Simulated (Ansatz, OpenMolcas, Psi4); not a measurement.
**C2HF2Ge (SMILES C#[C][Ge]([F])[F]): the vertical energy of the quartet above the doublet, rung by rung**

C2HF2Ge has 6 atoms, charge 0, and is taken as a doublet. SMILES: `C#[C][Ge]([F])[F]`. The shape is that of a PBE0-D4/def2-TZVP optimisation.

Quantity: the vertical energy of the quartet above the doublet, in eV. The values are calculated.

```
                                                                level                    kind     program  value (eV)  less CCSD(T)/6-31G*
                                  USVWN5/6-31G* (spherical functions)                     LDA      Ansatz        5.43                +0.01
                                U-revPBE/6-31G* (spherical functions)                     GGA  OpenMolcas        5.13                -0.29
                                   UBLYP/6-31G* (spherical functions)                     GGA      Ansatz        5.25                -0.17
                                 U-wB97X/6-31G* (spherical functions)  range-separated hybrid      Ansatz        5.28                -0.14
                                  UHSE06/6-31G* (spherical functions)  range-separated hybrid      Ansatz        5.06                -0.36
UB2PLYP/6-31G* (density fitting for correlation, spherical functions)           double hybrid        Psi4        5.43                +0.01
                               UPBE-QIDH/6-31G* (spherical functions)           double hybrid      Ansatz        5.31                -0.11
                                UCCSD(T)/6-31G* (spherical functions)   coupled cluster or CI      Ansatz        5.42                 0.00
```

UCCSD(T)/6-31G* (spherical functions) is the highest level here, not the true value. All-electron rows without a relativistic Hamiltonian named are non-relativistic. The values span 5.06 to 5.43 eV. In the correlated wave-function rows the outer d shell of Ge is correlated, in sets not made for it.

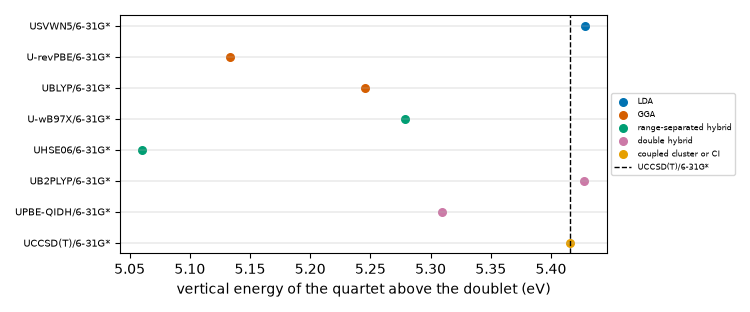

The values of the table, level by level.
